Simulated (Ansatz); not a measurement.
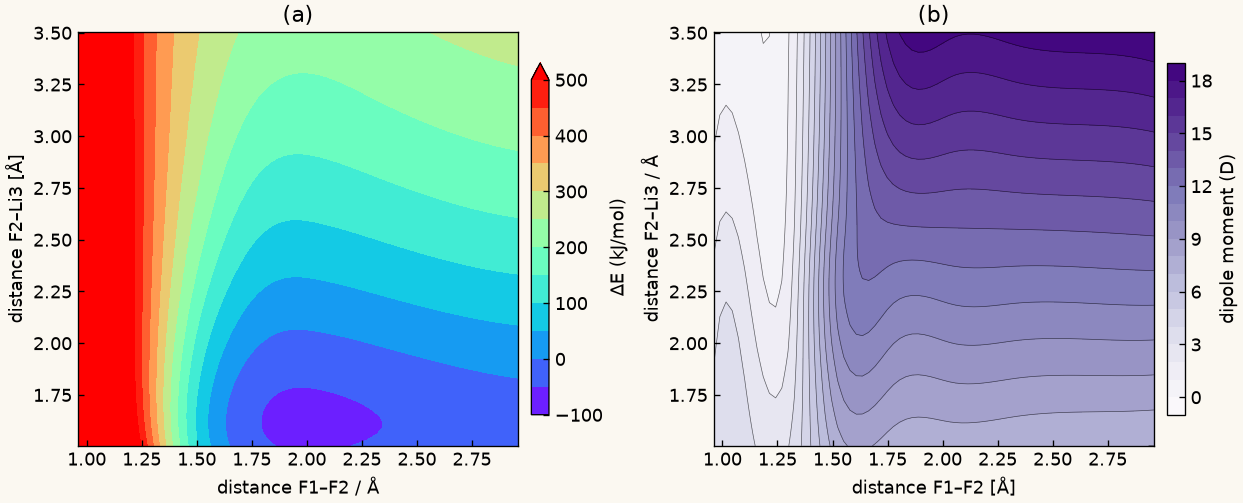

The system F + FLi, spin multiplicity 2. 
- The first coordinate is: distance F1–F2; the second: distance F2–Li3.
- Nothing is relaxed (the angle F1–F2–Li3 is fixed at 120 degrees).
- The grid has 9 × 9 points.
- Points are written as (first, second).
- Energies are in kJ/mol, from F far from the relaxed FLi (each part in its own basis).
- Method: UKS r2SCAN-D4/def2-TZVPD (Ansatz).

Panel (a) is the energy; panel (b) is the computed dipole moment, in D.

Drawn: filled contours, one colour for all values above the top of the scale. Between grid points the surface is interpolated.

> How does the dipole moment vary over the map, and what is it at the lowest grid point?

Leaving out the highest fifth of the energies, it runs from 0.4 D at (1.094 Å, 3.504 Å) to 18.9 D at (2.960 Å, 3.504 Å). At the lowest grid point, (2.046 Å, 1.638 Å), it is 8.1 D.

| distance F2–Li3 ↓, distance F1–F2 → | 0.960 | 1.094 | 1.290 | 1.519 | 1.772 | 2.046 | 2.336 | 2.641 | 2.960 |
| --- | --- | --- | --- | --- | --- | --- | --- | --- | --- |
| 3.504 | 0.4 | 0.4 | 0.7 | 9.2 | 17.6 | 18.2 | 18.4 | 18.6 | 18.9 |
| 3.185 | 0.7 | 0.6 | 0.8 | 9.2 | 16.1 | 16.4 | 16.6 | 16.8 | 17.0 |
| 2.880 | 1.1 | 1.1 | 0.9 | 9.4 | 14.6 | 14.8 | 14.9 | 15.0 | 15.2 |
| 2.590 | 1.7 | 1.6 | 1.0 | 9.8 | 13.1 | 13.2 | 13.2 | 13.3 | 13.4 |
| 2.316 | 2.2 | 2.2 | 1.3 | 10.3 | 11.7 | 11.7 | 11.7 | 11.7 | 11.8 |
| 2.063 | 2.7 | 2.7 | 1.7 | 9.9 | 10.4 | 10.3 | 10.3 | 10.2 | 10.3 |
| 1.834 | 3.1 | 3.1 | 2.1 | 9.0 | 9.2 | 9.1 | 9.0 | 8.9 | 8.9 |
| 1.638 | 3.3 | 3.3 | 2.5 | 8.1 | 8.2 | 8.1 | 8.0 | 7.8 | 7.8 |
| 1.504 | 3.4 | 3.4 | 2.9 | 7.5 | 7.6 | 7.4 | 7.2 | 7.1 | 7.0 |
